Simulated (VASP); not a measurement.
Band structure of Pt$_{3}$Ti (L1_2). Method: SCAN meta-GGA, VASP's PBE PAW potentials (set 64) (plane waves; VASP).

Unless said otherwise, spin-orbit coupling is left out, though it shifts the bands of the heavy elements here.

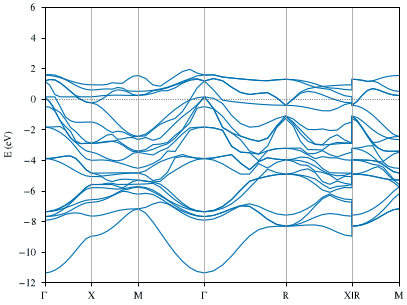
Figure. Bands along high-symmetry lines, zero at the valence-band maximum or, without a gap, the Fermi level

Question: Read the plot: is there a gap, and where are the band edges?

Answer: It has no gap at this level: it comes out as a metal or semimetal.

The compound is Pt3Ti in the L1_2 structure. It was relaxed first.
